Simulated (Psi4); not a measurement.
# C2H4F2 (1,2-difluoroethane): a chain of runs

Wanted: a geometry optimisation (HF-3c/MINIX), then the harmonic vibrations of C2H4F2 (1,2-difluoroethane). 

The results are computed with Psi4 1.11.

## 1. The molecule

C2H4F2: 8 atoms, total charge 0, spin state singlet. As SMILES, `FCCF`. The coordinates come from a PBE0-D4/def2-TZVP relaxation. This is one conformer, not always the lowest. The run starts from this shape.

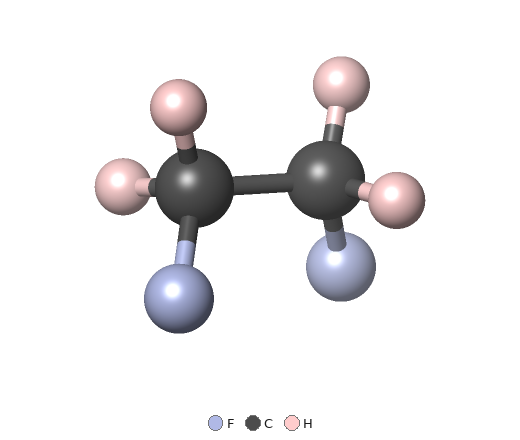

Viewed from a chosen angle; fluorine light blue, carbon dark grey, hydrogen pink.

## 2. A geometry optimisation at HF-3c/MINIX (density fitting) (run 1)

input.in

```
memory 1600 mb

molecule {
  F
  C 1 R2
  C 2 R3 1 A3
  F 3 R4 2 A4 1 D4
  H 2 R5 1 A5 3 D5
  H 2 R6 5 A6 1 D6
  H 3 R7 4 A7 2 D7
  H 3 R8 7 A8 4 D8

  R2 = 1.378021
  R3 = 1.497595
  A3 = 110.88147
  R4 = 1.37802
  A4 = 110.88171
  D4 = 71.10804
  R5 = 1.093974
  A5 = 108.19784
  D5 = 121.36448
  R6 = 1.095481
  A6 = 109.42039
  D6 = -117.84688
  R7 = 1.095489
  A7 = 108.33986
  D7 = -120.09839
  R8 = 1.09397
  A8 = 109.42036
  D8 = 117.75842
  symmetry c1
}

set geom_maxiter 60

E, wfn = optimize("hf-3c", return_wfn=True)
print_variables()
```

On the command line:

```bash
$ psi4 input.in input.out -n 1
```

input.out:

```text
[...]
  Running in c1 symmetry.
[...]
  Nuclear repulsion =  128.134643480313571
[...]
  Multiplicity = 1
[...]
  Nalpha       = 17
  Nbeta        = 17
[...]
    Number of basis functions: 24
[...]
   @DF-RHF iter   1:  -275.09477438794676   -1.81296e+00   1.45426e-02 ADIIS/DIIS
[...]
   @DF-RHF iter   6:  -275.19691094980408   -6.82121e-13   5.26955e-09 DIIS
[...]
    Orbital Energies [Eh]
    ---------------------
    Doubly Occupied:
       1A    -25.974931     2A    -25.974853     3A    -11.286743
       4A    -11.284372     5A     -1.573240     6A     -1.562935
       7A     -1.033667     8A     -0.872674     9A     -0.709296
      10A     -0.708562    11A     -0.671693    12A     -0.631553
      13A     -0.629887    14A     -0.580805    15A     -0.509393
      16A     -0.504070    17A     -0.466288
[...]
  @DF-RHF Final Energy:  -275.19691094980408
   => Energetics <=
    Nuclear Repulsion Energy =            125.9372556589507894
    One-Electron Energy =                -632.1939098030645710
    Two-Electron Energy =                 231.1219925031094817
    Total Energy =                       -275.1969109498040780
[...]
 Multipole Moments:
 ------------------------------------------------------------------------------------
     Multipole            Electronic (a.u.)      Nuclear  (a.u.)        Total (a.u.)
 ------------------------------------------------------------------------------------
 L = 1.  Multiply by 2.5417464519 to convert [e a0] to [Debye]
 Dipole X            :          2.1163591           -2.8029303           -0.6865711
 Dipole Y            :         -0.9758246            1.2923933            0.3165687
 Dipole Z            :         -2.4905103            3.2984604            0.8079501
 Magnitude           :                                                    1.1065166
[...]
  -Total Gradient:
     Atom            X                  Y                   Z
    ------   -----------------  -----------------  -----------------
       1       -0.000002085590     0.000009384934    -0.000012528234
       2       -0.000006377191    -0.000034034685     0.000001836206
       3        0.000011894706     0.000031496984    -0.000008331368
       4        0.000008515285    -0.000012339638     0.000004982692
       5        0.000000767300    -0.000000992099     0.000008401855
       6       -0.000003748899    -0.000001920095     0.000003367658
       7       -0.000001509665     0.000004344330     0.000002830702
       8       -0.000007455946     0.000004060268    -0.000000559510
[...]
    Final optimized geometry and variables:
    Molecular point group: c1
    Full point group: C1
    Geometry (in Angstrom), charge = 0, multiplicity = 1:
    F
    C             1          R2
    C             2          R3      1          A3
    F             3          R4      2          A4      1          D4
    H             2          R5      1          A5      3          D5
    H             2          R6      5          A6      1          D6
    H             3          R7      4          A7      2          D7
    H             3          R8      7          A8      4          D8
    A3        =  111.3960980141
    A4        =  111.3960965958
[...]
```

Standard output:

```text
Optimizer: Optimization complete!
```

It took 7.2 s on 1 thread of Intel Xeon at 2.60GHz (Ice Lake), shared host; peak memory 0.21 GiB.

Step by step:

```tsv
step	energy from the first frame kept (eV)	largest force (eV/Å)
0	0.0000	2.8398
1	-0.1262	0.3557
2	-0.1341	0.0840
3	-0.1349	0.0356
4	-0.1351	0.0248
5	-0.1352	0.0074
6	-0.1352	0.0018
```

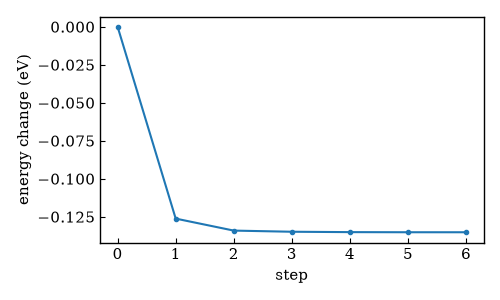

Energy along the run.

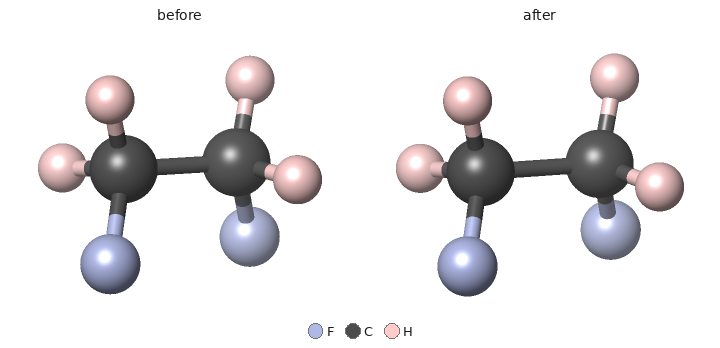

Before and after, at one scale.

After the run. Bond lengths: F1–C2 1.369 Å, C2–C3 1.582 Å, C3–F4 1.369 Å, C2–H5 1.103 Å, C2–H6 1.103 Å, C3–H7 1.103 Å, C3–H8 1.103 Å. Some angles: F1–C2–C3 111.4°, C2–C3–F4 111.4°, F1–C2–H5 110.1°, F1–C2–H6 109.8°, C3–C2–H5 109.0°, C3–C2–H6 108.3°, C2–C3–H7 108.3°, C2–C3–H8 109.0°, F4–C3–H7 109.8°, F4–C3–H8 110.1°.

## 3. Vibrational wavenumbers at HF-3c/MINIX (density fitting) (run 2)

job.py

```python
import psi4

psi4.set_memory(1600000000)
psi4.set_num_threads(1)
psi4.core.set_output_file('output.dat', False)

geom = psi4.geometry("""
0 1
F     -2.55353022     1.51847053     1.71072749
C     -0.30726380     1.40676126     0.43272839
C      0.38142988    -1.40368101    -0.31867397
F     -1.00972602    -2.20626470    -2.34648427
H     -0.40805423     2.56627642    -1.29682077
H      1.22391325     2.15750410     1.63191268
H      2.41232044    -1.47786410    -0.78357872
H      0.04259254    -2.64669750     1.32025149
units au
""")

psi4.set_options(dict(t=298.15, rotational_symmetry_number=2))

e_tot = psi4.frequencies('hf-3c')
print('E =', round(e_tot, 9))
for k in ('ZPVE', 'ENTHALPY', 'GIBBS FREE ENERGY'):
    print(f'{k}: {psi4.variable(k):.8f} Eh')
```

On the command line:

```bash
$ python job.py
```

output.dat, cut to the lines that bear on the results:

```text
[...]
  Running in c1 symmetry.
[...]
  Nuclear repulsion =  125.937260235085233
[...]
  Multiplicity = 1
[...]
  Nalpha       = 17
  Nbeta        = 17
[...]
    Number of basis functions: 24
[...]
   @DF-RHF iter   1:  -275.10482763356572   -1.91434e+00   1.42626e-02 DIIS/ADIIS
[...]
  -Total Gradient:
     Atom            X                  Y                   Z
    ------   -----------------  -----------------  -----------------
       1       -0.000008952777     0.000009554661     0.000008661925
       2        0.000001346384    -0.000033922996     0.000002363853
       3       -0.000009573929     0.000032604903    -0.000004738511
       4       -0.000000774411    -0.000011412464    -0.000010420075
       5        0.000006875446    -0.000001440716    -0.000004896039
       6        0.000004569925    -0.000002542190     0.000001383947
       7        0.000003030994     0.000004003612     0.000000423884
       8        0.000003478368     0.000003155192     0.000007221016
[...]
   @DF-RHF iter   9:  -275.19691095023285   -2.84217e-12   6.59941e-09 DIIS
[...]
    Orbital Energies [Eh]
[...]
  @DF-RHF Final Energy:  -275.19691095023285
   => Energetics <=
    Nuclear Repulsion Energy =            125.9372602350852333
    One-Electron Energy =                -632.1939163028692974
    Two-Electron Energy =                 231.1219945192201806
    Total Energy =                       -275.1969109502329047
[...]
 Multipole Moments:
 ------------------------------------------------------------------------------------
     Multipole            Electronic (a.u.)      Nuclear  (a.u.)        Total (a.u.)
 ------------------------------------------------------------------------------------
 L = 1.  Multiply by 2.5417464519 to convert [e a0] to [Debye]
 Dipole X            :         -3.2842633            4.3497153            1.0654520
 Dipole Y            :         -0.6237960            0.8261626            0.2023667
[...]
  ==> Harmonic Vibrational Analysis <==
[...]
  Freq [cm^-1]                 111.9231            331.8033            509.2778
[...]
  Freq [cm^-1]                 943.3917           1030.6400           1206.0678
[...]
  Freq [cm^-1]                1276.1664           1289.1533           1398.8359
[...]
  Freq [cm^-1]                1438.4819           1576.3572           1591.5183
[...]
  Freq [cm^-1]                1692.7978           1693.7107           3477.4706
[...]
```

On the terminal:

```text
Warning: used thermodynamics relations inappropriate for low-frequency modes: ['111.9231' '331.8033' '509.2778']
E = -275.19691095
ZPVE: 0.06875564 Eh
ENTHALPY: -275.12292333 Eh
GIBBS FREE ENERGY: -275.15472388 Eh
```

It took 7.8 s on 1 thread of Intel Xeon at 2.60GHz (Ice Lake), shared host; peak memory 0.26 GiB.

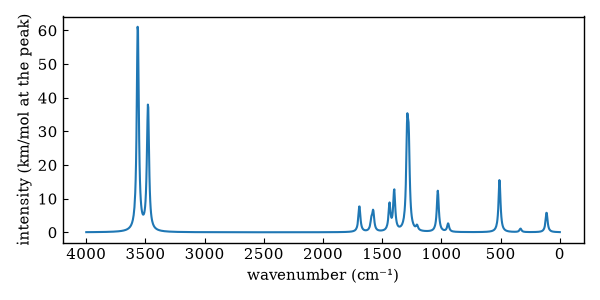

Harmonic infrared spectrum, unscaled, lines broadened by 10 cm⁻¹.

## 4. What came out

| quantity | value |
| --- | --- |
| run 1, HF-3c/MINIX: total energy at the end | -275.19691 Eh |
| run 1, HF-3c/MINIX: dipole moment | 2.81 D |
| run 1, HF-3c/MINIX: HOMO energy | -12.69 eV |
| run 1, HF-3c/MINIX: LUMO energy | 12.28 eV |
| run 1, HF-3c/MINIX: HOMO–LUMO gap | 24.97 eV |
| run 2, HF-3c/MINIX: lowest harmonic wavenumber | 112 cm⁻¹ |
| run 2, HF-3c/MINIX: highest harmonic wavenumber | 3566 cm⁻¹ |
| run 2, HF-3c/MINIX: zero-point energy | 180.5 kJ/mol |
| run 2, HF-3c/MINIX: ideal-gas entropy at 298.15 K (symmetry number 2 as used) | 66.9 cal/(mol K) |

The optimisation (run 1, HF-3c/MINIX) took 7 steps and changed the energy by -0.135 eV. All 18 modes (run 2, HF-3c/MINIX) are real, so the shape is a minimum at this level.
